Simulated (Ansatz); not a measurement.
The calculation's input:

```
crystal:
  periodic: [false, false, false]
  atoms:
    - {symbol: C, position_ang: [-0.003239, 1.519923, -0.793617]}
    - {symbol: Si, position_ang: [0.199091, -0.330992, -0.578789]}
    - {symbol: C, position_ang: [0.690088, -0.770703, 1.179885]}
    - {symbol: S, position_ang: [-1.709668, -1.173074, -1.092274]}
    - {symbol: H, position_ang: [-0.309760, 1.767377, -1.811568]}
    - {symbol: H, position_ang: [-0.757499, 1.907967, -0.101548]}
    - {symbol: H, position_ang: [0.941729, 2.028739, -0.588759]}
    - {symbol: H, position_ang: [0.768812, -1.851224, 1.312901]}
    - {symbol: H, position_ang: [1.658915, -0.326517, 1.422810]}
    - {symbol: H, position_ang: [-0.056073, -0.390068, 1.884365]}
    - {symbol: H, position_ang: [-1.357096, -2.438527, -0.812808]}
basis:
  gaussian: {orbitals: def2-TZVPP}
magnetization: {spin_polarized: true, initial_magnetization: 1}
hamiltonian: {xc: pbe0, dispersion: d4}
output: {orbitals: {seedname: orbitals}}
```

Run with:

```sh
ansatz run in.yaml --threads 4 --pin off --events-out ev --progress --plain --max-ram 10444MiB
```

Geometry: PBE0-D4/def2-TZVP.

Method: Ansatz, UKS PBE0-D4/def2-TZVPP.

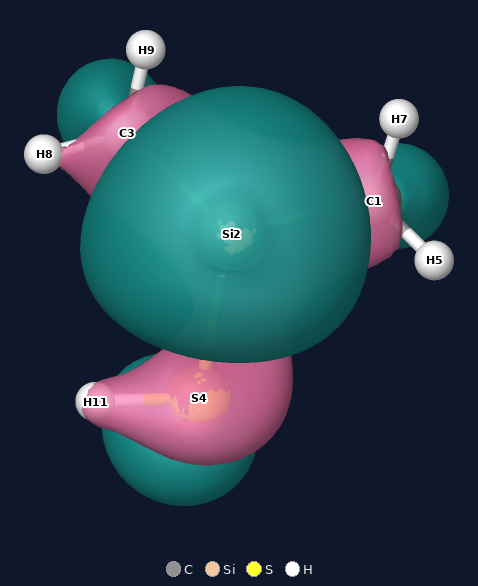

C$_{2}$H$_{7}$SSi (SMILES C[Si](C)S) (doublet). The LUMO (β) at ±0.08 Å⁻³ᐟ² (teal and pink are the two phases), seen at a tilt.

> What is the character of this orbital?

By Hirshfeld shares it lies mainly on Si2 (about 65 %), S4 (about 15 %) and C3 (about 5 %). Its energy is −1.87 eV.
